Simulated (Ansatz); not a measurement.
# GeH3O (SMILES [OH][GeH2]): levels of theory compared

We compute a comparison of 6 runs (UHF/STO-3G, UB3LYP/STO-3G, UBHLYP/STO-3G, UCAM-B3LYP/STO-3G, USVWN5/STO-3G, RPA@PBE/STO-3G) of GeH3O. 

The calculation is run with Ansatz 0.2.0.

60 further runs of the same task are left out: 6 that didn't finish, 54 set aside as unsound or not needed.

## 1. The structure to begin with

GeH3O has 5 atoms, charge 0, and is taken as a doublet. As SMILES, `[OH][GeH2]`. The H5–Ge2 distance was set to 1.946 Å, away from the relaxed value.

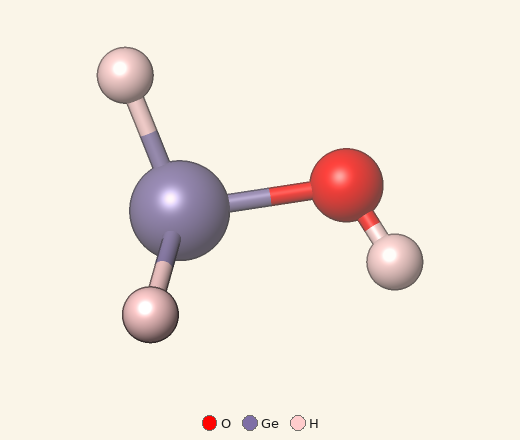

The structure, seen from a chosen angle (oxygen red, germanium purple, hydrogen pink).

## 2. A single-point energy at UHF/STO-3G (run 1)

Contents of in.yaml:

```yaml
crystal:
  periodic: [false, false, false]
  atoms:
    - {symbol: O, position_ang: [0.096979, -1.348797, 0.561608]}
    - {symbol: Ge, position_ang: [-0.778621, 0.143103, 0.118608]}
    - {symbol: H, position_ang: [0.838879, -1.180597, 1.147408]}
    - {symbol: H, position_ang: [-1.655321, -0.287397, -1.079392]}
    - {symbol: H, position_ang: [0.513900, 1.508000, -0.385900]}
basis:
  gaussian: {orbitals: STO-3G}
magnetization: {spin_polarized: true, initial_magnetization: 1}
hamiltonian: {xc: hf}
accuracy: high
```

Command:

```sh
$ ansatz run in.yaml --threads 1 --pin off --max-ram 2610MiB --events-out events.jsonl --progress --plain --runs-dir runs
```

What it wrote:

```text
Warning: RAYON_NUM_THREADS=1 ignored (pool sized by the plan → 1); use --threads N
Functional definition: HF
  name "HF"
  exchange = exact_x
  correlation = 0
378 factors; integrals over basis functions are off by at most 2.6e-8 eV
mean field evaluation 1: about -57883.2757 eV, gradient 1.3e1 eV
mean field evaluation 2: about -57883.3274 eV, gradient 1.3e1 eV
mean field evaluation 4: about -57884.8350 eV, gradient 1.5e0 eV
mean field evaluation 8: about -57884.8947 eV, gradient 9.9e-3 eV
mean field -57884.89300328 eV, -2127.2305820807 hartree, gradient 3.2e-8 eV, S^2 0.783906; 0 other end points of the search recorded, 0 dependent functions left out
reference -57884.89300328 eV, -2127.2305820807 hartree; 22, 21 occupied and 4, 5 virtual orbitals, 378 factors
Total energy: -57884.89300328 eV, -2127.2305820807 hartree
```

It took 0.24 s on 1 thread of Arm Neoverse V1, shared host.

## 3. A single-point energy at UB3LYP/STO-3G (run 2)

in.yaml, as its differences from that of step 2:

```diff
@@ -9,5 +9,9 @@
 basis:
-  gaussian: {orbitals: STO-3G}
-magnetization: {spin_polarized: true, initial_magnetization: 1}
-hamiltonian: {xc: hf}
+  gaussian:
+    orbitals: STO-3G
+magnetization:
+  spin_polarized: true
+  initial_magnetization: 1
+hamiltonian:
+  xc: {name: B3LYP}
 accuracy: high
```

Command:

```sh
$ ansatz run in.yaml --threads 1 --pin off --max-ram 2610MiB --events-out events.jsonl --progress --plain --runs-dir runs
```

What it wrote:

```text
Warning: RAYON_NUM_THREADS=1 ignored (pool sized by the plan → 1); use --threads N
Functional definition: B3LYP
  name "B3LYP"
  parameter a0 = 0.2
  parameter ax = 0.72
  parameter ac = 0.81
  exchange = (1 - a0 - ax)*slater_x + ax*b88_x + a0*exact_x
  correlation = (1 - ac)*vwn_rpa_c + ac*lyp_c
378 factors; integrals over basis functions are off by at most 2.6e-8 eV
mean field evaluation 1: about -57913.7578 eV, gradient 4.1e1 eV
mean field evaluation 2: about -57904.7517 eV, gradient 5.6e1 eV
mean field evaluation 4: about -57930.0254 eV, gradient 5.7e0 eV
mean field evaluation 8: about -57930.2760 eV, gradient 1.7e-1 eV
mean field evaluation 16: about -57930.2770 eV, gradient 5.5e-5 eV
mean field -57930.27698751 eV, -2128.8984127389 hartree, gradient 8.4e-8 eV, S^2 0.753878; 0 other end points of the search recorded, 0 dependent functions left out
reference -57930.27701442 eV, -2128.8984137277 hartree; 22, 21 occupied and 4, 5 virtual orbitals, 378 factors
Total energy: -57930.27701442 eV, -2128.8984137277 hartree
```

Wall time 2.7 s (1 thread of Arm Neoverse V1, shared host); peak memory 0.13 GiB.

Runs 3 to 5 aren't shown in full; the table further down has their settings and results.

## 4. A single-point energy at RPA@PBE/STO-3G (run 6)

in.yaml, as its differences from that of step 3:

```diff
@@ -11,2 +11,5 @@
     orbitals: STO-3G
+correlation:
+  method: rpa
+  frozen_orbitals: {Ge: 9, H: 0, O: 1}
 magnetization:
@@ -15,3 +18,3 @@
 hamiltonian:
-  xc: {name: B3LYP}
+  xc: {name: PBE}
 accuracy: high
```

Command:

```sh
$ ansatz run in.yaml --threads 1 --pin off --max-ram 2610MiB --events-out events.jsonl --progress --plain --runs-dir runs
```

What it wrote (excerpt; [...] marks lines left out):

```text
Warning: RAYON_NUM_THREADS=1 ignored (pool sized by the plan → 1); use --threads N
Functional definition: PBE
  name "PBE"
[...]
378 factors; integrals over basis functions are off by at most 2.6e-8 eV
[...]
mean field -57918.05818404 eV, -2128.4493799935 hartree, gradient 3.2e-8 eV, S^2 0.751051; 2 other end points of the search recorded, 0 dependent functions left out
10 core orbitals not correlated: weight in the atoms' cores, before any rotation towards them, 1.000 or more for the frozen orbitals, at most 0.000 for the correlated occupied ones
reference -57882.67314881 eV, -2127.1490039336 hartree; 12, 11 occupied and 4, 5 virtual orbitals, 378 factors
Total energy: -57889.04995379 eV, -2127.3833471946 hartree
```

It took 5.4 s on 1 thread of Arm Neoverse V1, shared host; peak memory 0.13 GiB.

## 5. Overview of the runs

```
run              level  frozen core orbitals   energy (Eh)   ⟨S²⟩  wall time
  1         UHF/STO-3G                     –  -2127.230582  0.784     0.24 s
  2      UB3LYP/STO-3G                     –  -2128.898414  0.754      2.7 s
  3      UBHLYP/STO-3G                     –  -2128.944471  0.761      2.3 s
  4  UCAM-B3LYP/STO-3G                     –  -2128.916263  0.756      3.3 s
  5      USVWN5/STO-3G                     –  -2124.968672  0.751      1.5 s
  6     RPA@PBE/STO-3G                    10  -2127.383347  0.751      5.4 s
```

## 6. What came out

| quantity | value |
| --- | --- |
| run 6: total energy | -2127.38335 Eh |
| run 6: RPA correlation energy (valence) | -234.3 mEh |
| run 6: ⟨S²⟩ of the reference determinant | 0.751 |

In words: Totals of different functionals can't be ranked against each other. In runs 1, 2, 3, 4, 5, 6 the basis is minimal, so the values are rough. All runs together took 15 s, the longest 5.4 s.
